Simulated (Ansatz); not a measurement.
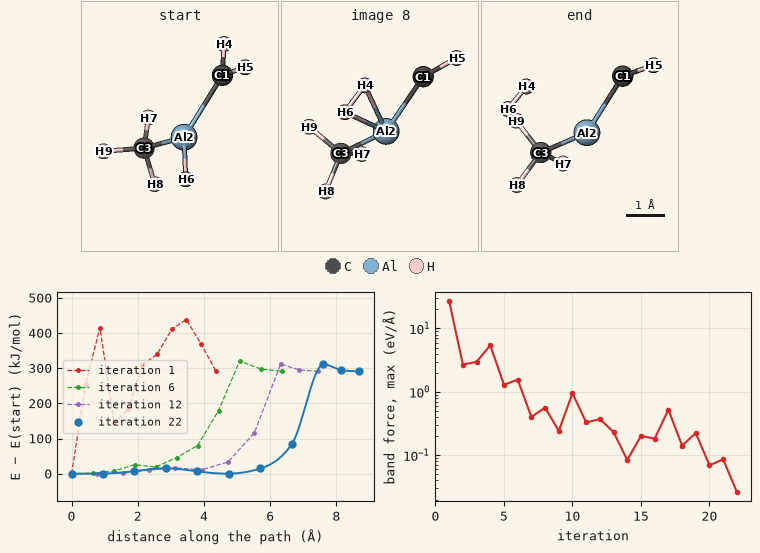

NEB run on C2H6Al (multiplicity 2). Images are numbered from 0 (start) to 10 (end). The plot follows the band through its iterations. The picture is a ball-and-stick view, seen from a free direction.

These are results of UKS PBE0-D4/cc-pVDZ in Ansatz, not measurements. Settings: 9 movable images; climbing image; force threshold 0.05 eV/Å; iteration limit 60; starting path through a guess of the saddle point.

### How did the profile develop, and is the result final?

The run is converged, with reservations. The band converged in 22 iterations. The largest component of the band force went from 27 to 0.026 eV/Å. The climbing image converged on the top of the path. Its vibrational analysis gives one imaginary mode (908i cm⁻¹), as a transition state must have. The first iteration put the highest image at 438.4 kJ/mol. The highest point, image 8, lies 310.9 kJ/mol above the start and 19.6 kJ/mol above the end; the end is at +291.3 kJ/mol relative to the start.
